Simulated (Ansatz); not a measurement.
# GeH2 (SMILES [GeH2]) at 6 levels

Aim: a comparison of 6 runs (UB3LYP/STO-3G, revPBE/STO-3G, UMP2/STO-3G, BCCD(T)/STO-3G, CCSDT/STO-3G, UCCSD(T)/STO-3G) of GeH2. 

The results are computed with Ansatz 0.2.0.

41 further runs of the same task are left out: 7 that didn't finish, 34 set aside as unsound or not needed.

### 1 The system as given

GeH2 has 3 atoms, charge 0, and is taken as a singlet. As SMILES, `[GeH2]`. The H3–Ge1 distance was set to 1.993 Å, away from the relaxed value.

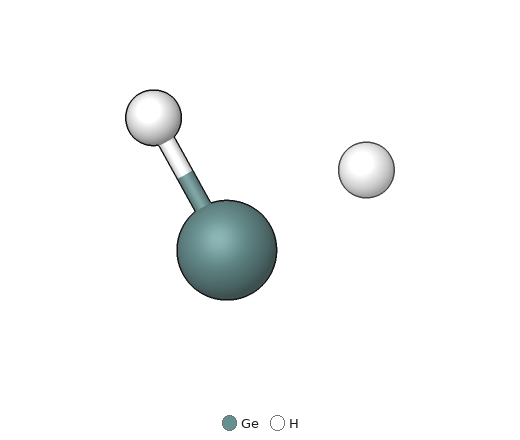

Viewed from a chosen angle; germanium teal, hydrogen white.

### 2 A single-point energy at UB3LYP/STO-3G (run 1)

File molecule.yaml:

```yaml
crystal:
  periodic: [false, false, false]
  atoms:
    - {symbol: Ge, position_ang: [-0.659390, 0.793507, -0.268299]}
    - {symbol: H, position_ang: [0.693710, 1.132007, 0.504401]}
    - {symbol: H, position_ang: [-0.212900, -1.148700, -0.245300]}
basis:
  gaussian:
    orbitals: STO-3G
magnetization:
  spin_polarized: true
hamiltonian:
  xc: {name: B3LYP}
accuracy: high
```

Started as:

```console
$ ansatz run molecule.yaml --threads 1 --pin off --max-ram 2610MiB --events-out events.jsonl --progress --plain --runs-dir runs
```

The program printed:

```text
Warning: RAYON_NUM_THREADS=1 ignored (pool sized by the plan → 1); use --threads N
Functional definition: B3LYP
  name "B3LYP"
  parameter a0 = 0.2
  parameter ax = 0.72
  parameter ac = 0.81
  exchange = (1 - a0 - ax)*slater_x + ax*b88_x + a0*exact_x
  correlation = (1 - ac)*vwn_rpa_c + ac*lyp_c
232 factors; integrals over basis functions are off by at most 1.2e-8 eV
mean field evaluation 1: about -55846.2790 eV, gradient 4.8e1 eV
mean field evaluation 2: about -55881.9735 eV, gradient 3.3e1 eV
mean field evaluation 4: about -55893.7363 eV, gradient 7.4e0 eV
mean field evaluation 8: about -55894.1997 eV, gradient 1.3e-1 eV
mean field evaluation 16: about -55894.2015 eV, gradient 3.7e-4 eV
mean field evaluation 32: about -55894.2023 eV, gradient 1.6e-1 eV
mean field evaluation 64: about -55891.3751 eV, gradient 1.6e1 eV
mean field -55894.20282466 eV, -2054.0740673548 hartree, gradient 2.8e-8 eV, S^2 0.033646; 8 other end points of the search recorded, 0 dependent functions left out
reference -55894.20284829 eV, -2054.0740682233 hartree; 17, 17 occupied and 3, 3 virtual orbitals, 232 factors
Total energy: -55894.20284829 eV, -2054.0740682233 hartree
```

Run time: 3.9 s. Hardware: 1 thread of AMD EPYC 7R43 (Zen 3), shared host; peak memory 0.12 GiB.

### 3 The energy at revPBE/STO-3G (run 2)

File job.yaml:

```yaml
basis:
  gaussian: {orbitals: STO-3G}
crystal:
  periodic: [false, false, false]
  atoms:
    - {symbol: Ge, position_ang: [-0.659390, 0.793507, -0.268299]}
    - {symbol: H, position_ang: [0.693710, 1.132007, 0.504401]}
    - {symbol: H, position_ang: [-0.212900, -1.148700, -0.245300]}
magnetization: {spin_polarized: false}
hamiltonian: {xc: {name: revPBE}}
accuracy: high
```

Started as:

```console
$ ansatz run job.yaml --threads 1 --pin off --max-ram 2610MiB --events-out events.jsonl --progress --plain --runs-dir runs
```

The program printed:

```text
Warning: RAYON_NUM_THREADS=1 ignored (pool sized by the plan → 1); use --threads N
Functional definition: revPBE
  name "revPBE"
  parameter kappa = 1.245
  parameter beta = 0.06672455060314922
  exchange = pbe_x(kappa = kappa, mu = beta*pi^2/3)
  correlation = pbe_c(beta = beta)
232 factors; integrals over basis functions are off by at most 1.2e-8 eV
mean field evaluation 1: about -55673.6643 eV, gradient 1.9e2 eV
mean field evaluation 2: about -55855.0693 eV, gradient 5.5e1 eV
mean field evaluation 4: about -55847.1778 eV, gradient 5.0e1 eV
mean field evaluation 8: about -55846.6595 eV, gradient 5.1e1 eV
mean field evaluation 16: about -55889.4062 eV, gradient 6.9e-2 eV
mean field evaluation 32: about -55673.6643 eV, gradient 1.9e2 eV
mean field evaluation 64: about -55889.4067 eV, gradient 2.2e-1 eV
mean field -55889.42190874 eV, -2053.8983719354 hartree, gradient 2.3e-8 eV, S^2 0.000000; 7 other end points of the search recorded, 0 dependent functions left out
reference -55889.42191072 eV, -2053.8983720082 hartree; 17, 17 occupied and 3, 3 virtual orbitals, 232 factors
Total energy: -55889.42191072 eV, -2053.8983720082 hartree
```

Wall time 2 s (1 thread of AMD EPYC 7R43 (Zen 3), shared host); peak memory 0.1 GiB.

### 4 The energy at UMP2/STO-3G (run 3)

File in.yaml:

```yaml
crystal:
  periodic: [false, false, false]
  atoms:
    - {symbol: Ge, position_ang: [-0.659390, 0.793507, -0.268299]}
    - {symbol: H, position_ang: [0.693710, 1.132007, 0.504401]}
    - {symbol: H, position_ang: [-0.212900, -1.148700, -0.245300]}
basis:
  gaussian: {orbitals: STO-3G}
magnetization: {spin_polarized: true, initial_magnetization: 0}
correlation: {method: mp2, frozen_orbitals: {Ge: 9, H: 0}}
accuracy: high
```

Started as:

```console
$ ansatz run in.yaml --threads 1 --pin off --max-ram 2610MiB --events-out events.jsonl --progress --plain --runs-dir runs
```

The program printed, shortened:

```text
Warning: RAYON_NUM_THREADS=1 ignored (pool sized by the plan → 1); use --threads N
Functional definition: HF
  name "HF"
[...]
232 factors; integrals over basis functions are off by at most 1.2e-8 eV
[...]
mean field -55858.46541694 eV, -2052.7607418449 hartree, gradient 4.9e-8 eV, S^2 0.120584; 6 other end points of the search recorded, 0 dependent functions left out
9 core orbitals not correlated: weight in the atoms' cores, before any rotation towards them, 1.000 or more for the frozen orbitals, at most 0.000 for the correlated occupied ones
reference -55858.46541694 eV, -2052.7607418449 hartree; 8, 8 occupied and 3, 3 virtual orbitals, 232 factors
second order -1.09198207 eV of doubles, -0.00000000 eV of singles
Total energy: -55859.55739901 eV, -2052.8008714459 hartree
```

Run time: 0.32 s. Hardware: 1 thread of AMD EPYC 7R43 (Zen 3), shared host.

Runs 4 to 5 aren't shown in full; the table further down has their settings and results.

### 5 The energy at UCCSD(T)/STO-3G (run 6)

File run.yaml:

```yaml
crystal:
  periodic: [false, false, false]
  atoms:
    - {symbol: Ge, position_ang: [-0.659390, 0.793507, -0.268299]}
    - {symbol: H, position_ang: [0.693710, 1.132007, 0.504401]}
    - {symbol: H, position_ang: [-0.212900, -1.148700, -0.245300]}
basis:
  gaussian:
    orbitals: STO-3G
accuracy: high
correlation:
  method: ccsd_t
  frozen_orbitals: {Ge: 9, H: 0}
magnetization:
  spin_polarized: true
  initial_magnetization: 0
scf:
  omitted_lower_state_checks: [cluster_reference, increment]
```

Started as:

```console
$ ansatz run run.yaml --threads 1 --pin off --max-ram 2610MiB --events-out events.jsonl --progress --plain --runs-dir runs
```

The program printed:

```text
Warning: RAYON_NUM_THREADS=1 ignored (pool sized by the plan → 1); use --threads N
[... 13 lines left out ...]
9 core orbitals not correlated: weight in the atoms' cores, before any rotation towards them, 1.000 or more for the frozen orbitals, at most 0.000 for the correlated occupied ones
[... 30 lines left out ...]
Total energy: -55860.35366924 eV, -2052.8301338371 hartree
Checks for a lower state left out: cluster_reference, increment
```

It took 0.44 s on 1 thread of AMD EPYC 7R43 (Zen 3), shared host.

### 6 Overview of the runs

```tsv
run	level	frozen core orbitals	energy (Eh)	wall time
1	UB3LYP/STO-3G	–	-2054.074068	3.9 s
2	revPBE/STO-3G	–	-2053.898372	2 s
3	UMP2/STO-3G	9	-2052.800871	0.32 s
4	BCCD(T)/STO-3G	9	-2052.830121	0.32 s
5	CCSDT/STO-3G	9	-2052.830173	0.48 s
6	UCCSD(T)/STO-3G	9	-2052.830134	0.44 s
```

### 7 Outcome

```
                                          quantity           value
                               run 6: total energy  -2052.83013 Eh
run 6: correlation energy (9 core orbitals frozen)       -69.4 mEh
                             run 6: (T) correction       -0.20 mEh
          run 6: ⟨S²⟩ of the reference determinant           0.121
                              run 6: T1 diagnostic           0.040
```

**Reading.** Totals of different functionals can't be ranked against each other. In runs 4, 5 the log says that unrestricted orbitals would lower the reference, so the values rest on an unstable closed-shell determinant (other closed-shell runs at this shape may share the fault). In runs 1, 2, 3, 4, 5, 6 the basis is minimal, so the values are rough. Spin contamination of the reference: run 3 ⟨S²⟩ = 0.12, run 6 ⟨S²⟩ = 0.12. All runs together took 7.4 s, the longest 3.9 s.
